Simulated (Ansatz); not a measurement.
**H$_{30}$O$_{13}$Zn$_{13}$ (Zn13O13 zinc blende bond sphere): density, localisation and related maps**

H$_{30}$O$_{13}$Zn$_{13}$, 56 atoms.

Geometry: PBE-D4/def2-SVP.

The calculation used RKS PBE0-D4/def2-TZVP in Ansatz 0.2.0.

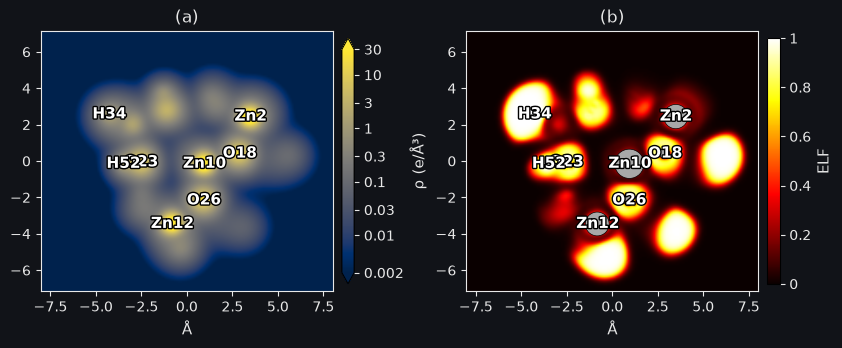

Figure 1. (a) electron density; (b) ELF on the plane of atoms Zn2, O18 and Zn10. Grey discs cover the atomic cores in the ELF map.

Q: Interpret the plot.

A:
- The section cuts through Zn, O and H sites.
- O–H (0.98 Å): the density is about 3.6 e/Å³ at the midpoint; the ELF climbs to about 1 towards the hydrogen, as it does in any bond to H; a covalent bond by its length.
- Zn–O (2.01 Å): the density is about 0.51 e/Å³ at the midpoint; the ELF peaks at about 0.90 in the valence shell of O, 0.6 Å from its nucleus, and is about 0.15 at the midpoint.
- Zn–O (2.13 Å): ρ is about 0.39 e/Å³ halfway; the ELF peaks at about 0.90 in the valence shell of O, 0.6 Å from its nucleus, and is about 0.15 at the midpoint.
- Zn–O (2.16 Å): ρ at the midpoint is about 0.36 e/Å³; the ELF peaks at about 0.90 in the valence shell of O, 0.6 Å from its nucleus, and is about 0.15 at the midpoint.

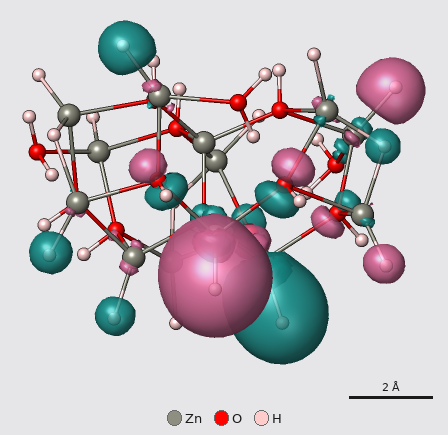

Figure 2. The HOMO at ±0.08 Å⁻³ᐟ² (teal and pink are the two phases), seen from one side.

Q: Where does this orbital lie, and at what energy?

A: By Hirshfeld shares it lies mainly on H36 (about 25 %), Zn8 (about 15 %), H27 (about 15 %) and Zn1 (about 10 %). It is one of a degenerate set, so its orientation is arbitrary. Its energy is −7.71 eV.

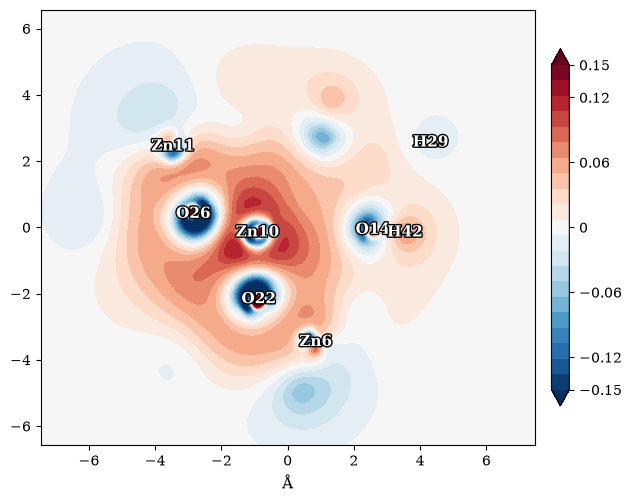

Figure 3. The LUMO on the plane of atoms Zn10, O26 and Zn11 (values in Å⁻³ᐟ²; the overall sign is arbitrary).

Q: Describe this orbital and give its energy.

A: No atom holds more than about 20 % of it (Hirshfeld); by element the shares are Zn 45 %, H 30 % and O 25 %. Its energy is −2.00 eV.
